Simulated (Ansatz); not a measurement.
**Molecular dynamics, with input and output: AlH₄F (part 1 of 4)**

- system: AlH₄F
- method: RKS B3LYP-D4/def2-SVP (Ansatz 0.2.0)

It belongs to a series of runs on one base structure; here: dynamics from the highest image of the converged band. Figures and captions count atoms from 1; the log counts them from 0 in places.

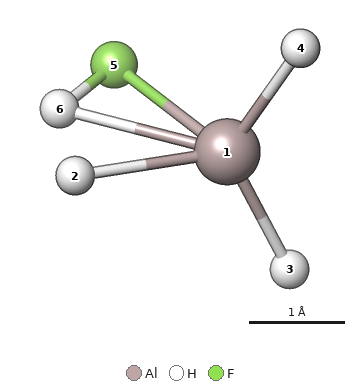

Fig. 1: The structure as given in the input (ball-and-stick view, seen at a tilt; atoms are numbered from 1 in the order of the input). Sticks mark near contacts.

Input file:
```yaml
crystal:
  periodic: [false, false, false]
  atoms:
    - { symbol: Al, position_ang: [0.008233, -0.115362, 0.004483] }
    - { symbol: H, position_ang: [0.017578, 0.073391, 1.686091] }
    - { symbol: H, position_ang: [1.400551, 0.154734, -0.685264] }
    - { symbol: H, position_ang: [-1.404266, 0.096311, -0.664013] }
    - { symbol: F, position_ang: [0.058446, -1.914792, 0.825929] }
    - { symbol: H, position_ang: [0.04726, -1.192783, 1.574774] }
basis:
  gaussian: { orbitals: def2-SVP }
hamiltonian:
  xc: b3lyp
  dispersion: d4
md:
  timestep: 0.5
  n_steps: 200
  ensemble: nve
  temperature: 100.0
  initial_velocities: maxwell_boltzmann
  seed: 4454
```

Run on 1 thread of Intel Xeon @ 2.50GHz (Skylake/Cascade Lake), 32 GiB of memory available, shared host.

Launch command:
```bash
ansatz run input.yaml --threads 1 --pin off --max-ram 2048MiB --backend cpu --events-out ev --progress --plain --runs-dir out
```

The program's output:
```
Engine: ansatz 0.2.0, x86_64-unknown-linux-gnu
Functional definition: B3LYP
  parameter a0 = 0.2
  parameter ax = 0.72
  parameter ac = 0.81
  exchange = (1 - a0 - ax)*slater_x + ax*b88_x + a0*exact_x
  correlation = (1 - ac)*vwn_rpa_c + ac*lyp_c
534 factors; integrals over basis functions are off by at most 3.4e-4 eV
mean field evaluation 1: about -9373.7897 eV, gradient 2.5e1 eV
mean field evaluation 2: about -9373.0727 eV, gradient 3.6e1 eV
mean field evaluation 4: about -9374.9142 eV, gradient 2.7e-1 eV
mean field evaluation 8: about -9374.9134 eV, gradient 3.5e-3 eV
mean field -9374.91341952 eV, -344.5217136227 hartree, gradient 2.1e-5 eV, S^2 0.000000; 0 other end points of the search recorded, 0 dependent functions left out
the calculation of the forces begins
reference -9374.91364156 eV, -344.5217217827 hartree; 13, 13 occupied and 39, 39 virtual orbitals, 534 factors
md step     0: t =     0.00 fs  T =   100.0 K  F+E_penalty+E_count = -9375.00527598 eV  E_kin = 0.051704 eV  conserved = -9374.95357198 eV  (21 SCF iters)
these checks for a lower state are left out or cut short: starts, cluster_reference, orbital_swaps, neighbouring_geometries, increment
534 factors; integrals over basis functions are off by at most 3.4e-4 eV
mean field evaluation 16: about -9374.9126 eV, gradient 2.5e-2 eV
mean field -9374.91260065 eV, -344.5216835299 hartree, gradient 1.6e-5 eV, S^2 0.000000; 0 other end points of the search recorded, 0 dependent functions left out
the calculation of the forces begins
reference -9374.91282251 eV, -344.5216916832 hartree; 13, 13 occupied and 39, 39 virtual orbitals, 534 factors
md step     1: t =     0.50 fs  T =    98.4 K  F+E_penalty+E_count = -9375.00443430 eV  E_kin = 0.050858 eV  conserved = -9374.95357678 eV  (21 SCF iters)
[... from here on the SCF iterations and repeated set-up lines of each step are left out, up to the last step ...]
md step     2: t =     1.00 fs  T =    94.6 K  F+E_penalty+E_count = -9375.00245887 eV  E_kin = 0.048888 eV  conserved = -9374.95357055 eV  (21 SCF iters)
md step     3: t =     1.50 fs  T =    88.9 K  F+E_penalty+E_count = -9374.99949231 eV  E_kin = 0.045940 eV  conserved = -9374.95355233 eV  (21 SCF iters)
md step     4: t =     2.00 fs  T =    81.9 K  F+E_penalty+E_count = -9374.99585828 eV  E_kin = 0.042334 eV  conserved = -9374.95352421 eV  (21 SCF iters)
md step     5: t =     2.50 fs  T =    74.5 K  F+E_penalty+E_count = -9374.99202594 eV  E_kin = 0.038534 eV  conserved = -9374.95349147 eV  (21 SCF iters)
md step     6: t =     3.00 fs  T =    67.8 K  F+E_penalty+E_count = -9374.98852473 eV  E_kin = 0.035062 eV  conserved = -9374.95346240 eV  (21 SCF iters)
md step     7: t =     3.50 fs  T =    62.6 K  F+E_penalty+E_count = -9374.98581944 eV  E_kin = 0.032375 eV  conserved = -9374.95344466 eV  (21 SCF iters)
md step     8: t =     4.00 fs  T =    59.5 K  F+E_penalty+E_count = -9374.98418650 eV  E_kin = 0.030743 eV  conserved = -9374.95344399 eV  (21 SCF iters)
md step     9: t =     4.50 fs  T =    58.4 K  F+E_penalty+E_count = -9374.98363332 eV  E_kin = 0.030173 eV  conserved = -9374.95346031 eV  (21 SCF iters)
md step    10: t =     5.00 fs  T =    58.8 K  F+E_penalty+E_count = -9374.98390260 eV  E_kin = 0.030415 eV  conserved = -9374.95348781 eV  (21 SCF iters)
md step    11: t =     5.50 fs  T =    60.0 K  F+E_penalty+E_count = -9374.98456356 eV  E_kin = 0.031047 eV  conserved = -9374.95351689 eV  (21 SCF iters)
md step    12: t =     6.00 fs  T =    61.2 K  F+E_penalty+E_count = -9374.98515841 eV  E_kin = 0.031620 eV  conserved = -9374.95353858 eV  (21 SCF iters)
md step    13: t =     6.50 fs  T =    61.5 K  F+E_penalty+E_count = -9374.98534575 eV  E_kin = 0.031799 eV  conserved = -9374.95354664 eV  (21 SCF iters)
md step    14: t =     7.00 fs  T =    60.8 K  F+E_penalty+E_count = -9374.98499609 eV  E_kin = 0.031456 eV  conserved = -9374.95353989 eV  (20 SCF iters)
md step    15: t =     7.50 fs  T =    59.4 K  F+E_penalty+E_count = -9374.98421177 eV  E_kin = 0.030690 eV  conserved = -9374.95352164 eV  (19 SCF iters)
md step    16: t =     8.00 fs  T =    57.6 K  F+E_penalty+E_count = -9374.98327698 eV  E_kin = 0.029779 eV  conserved = -9374.95349791 eV  (19 SCF iters)
md step    17: t =     8.50 fs  T =    56.3 K  F+E_penalty+E_count = -9374.98256198 eV  E_kin = 0.029086 eV  conserved = -9374.95347591 eV  (20 SCF iters)
md step    18: t =     9.00 fs  T =    56.0 K  F+E_penalty+E_count = -9374.98241048 eV  E_kin = 0.028948 eV  conserved = -9374.95346199 eV  (18 SCF iters)
md step    19: t =     9.50 fs  T =    57.2 K  F+E_penalty+E_count = -9374.98303911 eV  E_kin = 0.029579 eV  conserved = -9374.95346046 eV  (18 SCF iters)
md step    20: t =    10.00 fs  T =    60.0 K  F+E_penalty+E_count = -9374.98446997 eV  E_kin = 0.030997 eV  conserved = -9374.95347266 eV  (22 SCF iters)
md step    21: t =    10.50 fs  T =    63.9 K  F+E_penalty+E_count = -9374.98651175 eV  E_kin = 0.033015 eV  conserved = -9374.95349631 eV  (21 SCF iters)
md step    22: t =    11.00 fs  T =    68.2 K  F+E_penalty+E_count = -9374.98879853 eV  E_kin = 0.035273 eV  conserved = -9374.95352543 eV  (21 SCF iters)
md step    23: t =    11.50 fs  T =    72.2 K  F+E_penalty+E_count = -9374.99088699 eV  E_kin = 0.037336 eV  conserved = -9374.95355107 eV  (20 SCF iters)
md step    24: t =    12.00 fs  T =    75.1 K  F+E_penalty+E_count = -9374.99239787 eV  E_kin = 0.038834 eV  conserved = -9374.95356341 eV  (21 SCF iters)
md step    25: t =    12.50 fs  T =    76.6 K  F+E_penalty+E_count = -9374.99316659 eV  E_kin = 0.039611 eV  conserved = -9374.95355546 eV  (21 SCF iters)
md step    26: t =    13.00 fs  T =    77.0 K  F+E_penalty+E_count = -9374.99334596 eV  E_kin = 0.039819 eV  conserved = -9374.95352717 eV  (21 SCF iters)
md step    27: t =    13.50 fs  T =    77.2 K  F+E_penalty+E_count = -9374.99339837 eV  E_kin = 0.039910 eV  conserved = -9374.95348803 eV  (21 SCF iters)
md step    28: t =    14.00 fs  T =    78.3 K  F+E_penalty+E_count = -9374.99394384 eV  E_kin = 0.040489 eV  conserved = -9374.95345473 eV  (19 SCF iters)
md step    29: t =    14.50 fs  T =    81.3 K  F+E_penalty+E_count = -9374.99550004 eV  E_kin = 0.042056 eV  conserved = -9374.95344436 eV  (18 SCF iters)
md step    30: t =    15.00 fs  T =    86.6 K  F+E_penalty+E_count = -9374.99822342 eV  E_kin = 0.044758 eV  conserved = -9374.95346506 eV  (18 SCF iters)
md step    31: t =    15.50 fs  T =    93.4 K  F+E_penalty+E_count = -9375.00178806 eV  E_kin = 0.048277 eV  conserved = -9374.95351094 eV  (18 SCF iters)
md step    32: t =    16.00 fs  T =   100.4 K  F+E_penalty+E_count = -9375.00547728 eV  E_kin = 0.051913 eV  conserved = -9374.95356474 eV  (18 SCF iters)
md step    33: t =    16.50 fs  T =   106.1 K  F+E_penalty+E_count = -9375.00844854 eV  E_kin = 0.054842 eV  conserved = -9374.95360643 eV  (21 SCF iters)
md step    34: t =    17.00 fs  T =   109.1 K  F+E_penalty+E_count = -9375.01004272 eV  E_kin = 0.056421 eV  conserved = -9374.95362207 eV  (21 SCF iters)
md step    35: t =    17.50 fs  T =   109.1 K  F+E_penalty+E_count = -9375.01000245 eV  E_kin = 0.056394 eV  conserved = -9374.95360864 eV  (21 SCF iters)
md step    36: t =    18.00 fs  T =   106.3 K  F+E_penalty+E_count = -9375.00852686 eV  E_kin = 0.054954 eV  conserved = -9374.95357263 eV  (21 SCF iters)
md step    37: t =    18.50 fs  T =   101.8 K  F+E_penalty+E_count = -9375.00617354 eV  E_kin = 0.052647 eV  conserved = -9374.95352638 eV  (18 SCF iters)
md step    38: t =    19.00 fs  T =    97.1 K  F+E_penalty+E_count = -9375.00366582 eV  E_kin = 0.050182 eV  conserved = -9374.95348358 eV  (18 SCF iters)
md step    39: t =    19.50 fs  T =    93.3 K  F+E_penalty+E_count = -9375.00167568 eV  E_kin = 0.048220 eV  conserved = -9374.95345596 eV  (18 SCF iters)
md step    40: t =    20.00 fs  T =    91.3 K  F+E_penalty+E_count = -9375.00063813 eV  E_kin = 0.047187 eV  conserved = -9374.95345068 eV  (18 SCF iters)
md step    41: t =    20.50 fs  T =    91.2 K  F+E_penalty+E_count = -9375.00063662 eV  E_kin = 0.047167 eV  conserved = -9374.95346922 eV  (18 SCF iters)
md step    42: t =    21.00 fs  T =    92.6 K  F+E_penalty+E_count = -9375.00138268 eV  E_kin = 0.047876 eV  conserved = -9374.95350635 eV  (21 SCF iters)
md step    43: t =    21.50 fs  T =    94.3 K  F+E_penalty+E_count = -9375.00230343 eV  E_kin = 0.048753 eV  conserved = -9374.95355029 eV  (21 SCF iters)
md step    44: t =    22.00 fs  T =    95.1 K  F+E_penalty+E_count = -9375.00273205 eV  E_kin = 0.049147 eV  conserved = -9374.95358466 eV  (21 SCF iters)
md step    45: t =    22.50 fs  T =    93.9 K  F+E_penalty+E_count = -9375.00216486 eV  E_kin = 0.048571 eV  conserved = -9374.95359351 eV  (21 SCF iters)
md step    46: t =    23.00 fs  T =    90.8 K  F+E_penalty+E_count = -9375.00050343 eV  E_kin = 0.046934 eV  conserved = -9374.95356898 eV  (20 SCF iters)
md step    47: t =    23.50 fs  T =    86.3 K  F+E_penalty+E_count = -9374.99816448 eV  E_kin = 0.044646 eV  conserved = -9374.95351821 eV  (21 SCF iters)
md step    48: t =    24.00 fs  T =    82.2 K  F+E_penalty+E_count = -9374.99595716 eV  E_kin = 0.042493 eV  conserved = -9374.95346403 eV  (20 SCF iters)
md step    49: t =    24.50 fs  T =    79.9 K  F+E_penalty+E_count = -9374.99472698 eV  E_kin = 0.041292 eV  conserved = -9374.95343493 eV  (18 SCF iters)
md step    50: t =    25.00 fs  T =    80.2 K  F+E_penalty+E_count = -9374.99492072 eV  E_kin = 0.041472 eV  conserved = -9374.95344894 eV  (18 SCF iters)
md step    51: t =    25.50 fs  T =    82.8 K  F+E_penalty+E_count = -9374.99631799 eV  E_kin = 0.042817 eV  conserved = -9374.95350121 eV  (18 SCF iters)
md step    52: t =    26.00 fs  T =    86.1 K  F+E_penalty+E_count = -9374.99810764 eV  E_kin = 0.044541 eV  conserved = -9374.95356645 eV  (20 SCF iters)
md step    53: t =    26.50 fs  T =    88.3 K  F+E_penalty+E_count = -9374.99927439 eV  E_kin = 0.045661 eV  conserved = -9374.95361373 eV  (21 SCF iters)
md step    54: t =    27.00 fs  T =    87.9 K  F+E_penalty+E_count = -9374.99907411 eV  E_kin = 0.045451 eV  conserved = -9374.95362290 eV  (20 SCF iters)
md step    55: t =    27.50 fs  T =    84.6 K  F+E_penalty+E_count = -9374.99735021 eV  E_kin = 0.043758 eV  conserved = -9374.95359225 eV  (21 SCF iters)
md step    56: t =    28.00 fs  T =    79.4 K  F+E_penalty+E_count = -9374.99456868 eV  E_kin = 0.041033 eV  conserved = -9374.95353572 eV  (21 SCF iters)
md step    57: t =    28.50 fs  T =    73.7 K  F+E_penalty+E_count = -9374.99160648 eV  E_kin = 0.038132 eV  conserved = -9374.95347496 eV  (20 SCF iters)
md step    58: t =    29.00 fs  T =    69.6 K  F+E_penalty+E_count = -9374.98941474 eV  E_kin = 0.035984 eV  conserved = -9374.95343074 eV  (19 SCF iters)
md step    59: t =    29.50 fs  T =    68.2 K  F+E_penalty+E_count = -9374.98868789 eV  E_kin = 0.035270 eV  conserved = -9374.95341753 eV  (19 SCF iters)
md step    60: t =    30.00 fs  T =    70.0 K  F+E_penalty+E_count = -9374.98963185 eV  E_kin = 0.036192 eV  conserved = -9374.95344025 eV  (19 SCF iters)
md step    61: t =    30.50 fs  T =    74.3 K  F+E_penalty+E_count = -9374.99188739 eV  E_kin = 0.038395 eV  conserved = -9374.95349272 eV  (20 SCF iters)
md step    62: t =    31.00 fs  T =    79.4 K  F+E_penalty+E_count = -9374.99463352 eV  E_kin = 0.041076 eV  conserved = -9374.95355776 eV  (20 SCF iters)
md step    63: t =    31.50 fs  T =    83.7 K  F+E_penalty+E_count = -9374.99686447 eV  E_kin = 0.043254 eV  conserved = -9374.95361049 eV  (20 SCF iters)
md step    64: t =    32.00 fs  T =    85.4 K  F+E_penalty+E_count = -9374.99778128 eV  E_kin = 0.044155 eV  conserved = -9374.95362643 eV  (20 SCF iters)
md step    65: t =    32.50 fs  T =    84.3 K  F+E_penalty+E_count = -9374.99716575 eV  E_kin = 0.043572 eV  conserved = -9374.95359392 eV  (22 SCF iters)
md step    66: t =    33.00 fs  T =    81.3 K  F+E_penalty+E_count = -9374.99554473 eV  E_kin = 0.042019 eV  conserved = -9374.95352529 eV  (21 SCF iters)
md step    67: t =    33.50 fs  T =    78.4 K  F+E_penalty+E_count = -9374.99398593 eV  E_kin = 0.040530 eV  conserved = -9374.95345620 eV  (21 SCF iters)
md step    68: t =    34.00 fs  T =    77.6 K  F+E_penalty+E_count = -9374.99354813 eV  E_kin = 0.040121 eV  conserved = -9374.95342758 eV  (21 SCF iters)
md step    69: t =    34.50 fs  T =    79.7 K  F+E_penalty+E_count = -9374.99466479 eV  E_kin = 0.041206 eV  conserved = -9374.95345879 eV  (21 SCF iters)
md step    70: t =    35.00 fs  T =    83.8 K  F+E_penalty+E_count = -9374.99685803 eV  E_kin = 0.043325 eV  conserved = -9374.95353304 eV  (21 SCF iters)
md step    71: t =    35.50 fs  T =    87.8 K  F+E_penalty+E_count = -9374.99899335 eV  E_kin = 0.045385 eV  conserved = -9374.95360842 eV  (21 SCF iters)
md step    72: t =    36.00 fs  T =    89.5 K  F+E_penalty+E_count = -9374.99991387 eV  E_kin = 0.046269 eV  conserved = -9374.95364493 eV  (21 SCF iters)
md step    73: t =    36.50 fs  T =    87.9 K  F+E_penalty+E_count = -9374.99905284 eV  E_kin = 0.045426 eV  conserved = -9374.95362653 eV  (21 SCF iters)
md step    74: t =    37.00 fs  T =    83.4 K  F+E_penalty+E_count = -9374.99669141 eV  E_kin = 0.043127 eV  conserved = -9374.95356465 eV  (21 SCF iters)
md step    75: t =    37.50 fs  T =    77.9 K  F+E_penalty+E_count = -9374.99379113 eV  E_kin = 0.040303 eV  conserved = -9374.95348810 eV  (21 SCF iters)
md step    76: t =    38.00 fs  T =    73.7 K  F+E_penalty+E_count = -9374.99154961 eV  E_kin = 0.038121 eV  conserved = -9374.95342854 eV  (21 SCF iters)
md step    77: t =    38.50 fs  T =    72.5 K  F+E_penalty+E_count = -9374.99090163 eV  E_kin = 0.037492 eV  conserved = -9374.95340927 eV  (21 SCF iters)
md step    78: t =    39.00 fs  T =    74.9 K  F+E_penalty+E_count = -9374.99214822 eV  E_kin = 0.038709 eV  conserved = -9374.95343877 eV  (21 SCF iters)
md step    79: t =    39.50 fs  T =    79.9 K  F+E_penalty+E_count = -9374.99482349 eV  E_kin = 0.041315 eV  conserved = -9374.95350803 eV  (21 SCF iters)
md step    80: t =    40.00 fs  T =    85.6 K  F+E_penalty+E_count = -9374.99784345 eV  E_kin = 0.044252 eV  conserved = -9374.95359137 eV  (21 SCF iters)
md step    81: t =    40.50 fs  T =    89.5 K  F+E_penalty+E_count = -9374.99991691 eV  E_kin = 0.046264 eV  conserved = -9374.95365320 eV  (21 SCF iters)
md step    82: t =    41.00 fs  T =    89.8 K  F+E_penalty+E_count = -9375.00010592 eV  E_kin = 0.046445 eV  conserved = -9374.95366116 eV  (21 SCF iters)
md step    83: t =    41.50 fs  T =    86.5 K  F+E_penalty+E_count = -9374.99831486 eV  E_kin = 0.044709 eV  conserved = -9374.95360572 eV  (21 SCF iters)
md step    84: t =    42.00 fs  T =    81.0 K  F+E_penalty+E_count = -9374.99541849 eV  E_kin = 0.041906 eV  conserved = -9374.95351272 eV  (21 SCF iters)
md step    85: t =    42.50 fs  T =    76.2 K  F+E_penalty+E_count = -9374.99285010 eV  E_kin = 0.039415 eV  conserved = -9374.95343535 eV  (21 SCF iters)
md step    86: t =    43.00 fs  T =    74.2 K  F+E_penalty+E_count = -9374.99179039 eV  E_kin = 0.038369 eV  conserved = -9374.95342185 eV  (20 SCF iters)
md step    87: t =    43.50 fs  T =    75.4 K  F+E_penalty+E_count = -9374.99244442 eV  E_kin = 0.038964 eV  conserved = -9374.95348041 eV  (21 SCF iters)
md step    88: t =    44.00 fs  T =    78.0 K  F+E_penalty+E_count = -9374.99391838 eV  E_kin = 0.040345 eV  conserved = -9374.95357321 eV  (21 SCF iters)
md step    89: t =    44.50 fs  T =    79.6 K  F+E_penalty+E_count = -9374.99478929 eV  E_kin = 0.041146 eV  conserved = -9374.95364371 eV  (22 SCF iters)
md step    90: t =    45.00 fs  T =    78.0 K  F+E_penalty+E_count = -9374.99396109 eV  E_kin = 0.040307 eV  conserved = -9374.95365417 eV  (21 SCF iters)
md step    91: t =    45.50 fs  T =    72.8 K  F+E_penalty+E_count = -9374.99125196 eV  E_kin = 0.037649 eV  conserved = -9374.95360341 eV  (22 SCF iters)
md step    92: t =    46.00 fs  T =    65.6 K  F+E_penalty+E_count = -9374.98743064 eV  E_kin = 0.033911 eV  conserved = -9374.95351975 eV  (21 SCF iters)
md step    93: t =    46.50 fs  T =    58.7 K  F+E_penalty+E_count = -9374.98379007 eV  E_kin = 0.030348 eV  conserved = -9374.95344209 eV  (22 SCF iters)
md step    94: t =    47.00 fs  T =    54.4 K  F+E_penalty+E_count = -9374.98154104 eV  E_kin = 0.028138 eV  conserved = -9374.95340281 eV  (18 SCF iters)
md step    95: t =    47.50 fs  T =    53.9 K  F+E_penalty+E_count = -9374.98129837 eV  E_kin = 0.027881 eV  conserved = -9374.95341760 eV  (18 SCF iters)
md step    96: t =    48.00 fs  T =    56.8 K  F+E_penalty+E_count = -9374.98282968 eV  E_kin = 0.029348 eV  conserved = -9374.95348154 eV  (18 SCF iters)
md step    97: t =    48.50 fs  T =    61.1 K  F+E_penalty+E_count = -9374.98513604 eV  E_kin = 0.031566 eV  conserved = -9374.95356988 eV  (21 SCF iters)
md step    98: t =    49.00 fs  T =    64.2 K  F+E_penalty+E_count = -9374.98684941 eV  E_kin = 0.033205 eV  conserved = -9374.95364430 eV  (21 SCF iters)
md step    99: t =    49.50 fs  T =    64.2 K  F+E_penalty+E_count = -9374.98683702 eV  E_kin = 0.033170 eV  conserved = -9374.95366688 eV  (21 SCF iters)
md step   100: t =    50.00 fs  T =    60.3 K  F+E_penalty+E_count = -9374.98478339 eV  E_kin = 0.031163 eV  conserved = -9374.95362052 eV  (21 SCF iters)
md step   101: t =    50.50 fs  T =    54.0 K  F+E_penalty+E_count = -9374.98143417 eV  E_kin = 0.027908 eV  conserved = -9374.95352568 eV  (21 SCF iters)
md step   102: t =    51.00 fs  T =    48.0 K  F+E_penalty+E_count = -9374.97826267 eV  E_kin = 0.024826 eV  conserved = -9374.95343649 eV  (18 SCF iters)
md step   103: t =    51.50 fs  T =    44.9 K  F+E_penalty+E_count = -9374.97663948 eV  E_kin = 0.023231 eV  conserved = -9374.95340867 eV  (18 SCF iters)
md step   104: t =    52.00 fs  T =    45.5 K  F+E_penalty+E_count = -9374.97699147 eV  E_kin = 0.023532 eV  conserved = -9374.95345982 eV  (19 SCF iters)
md step   105: t =    52.50 fs  T =    48.3 K  F+E_penalty+E_count = -9374.97853928 eV  E_kin = 0.024984 eV  conserved = -9374.95355551 eV  (21 SCF iters)
md step   106: t =    53.00 fs  T =    50.6 K  F+E_penalty+E_count = -9374.97981218 eV  E_kin = 0.026177 eV  conserved = -9374.95363536 eV  (20 SCF iters)
md step   107: t =    53.50 fs  T =    50.1 K  F+E_penalty+E_count = -9374.97956027 eV  E_kin = 0.025905 eV  conserved = -9374.95365503 eV  (21 SCF iters)
md step   108: t =    54.00 fs  T =    46.1 K  F+E_penalty+E_count = -9374.97744847 eV  E_kin = 0.023840 eV  conserved = -9374.95360819 eV  (21 SCF iters)
```
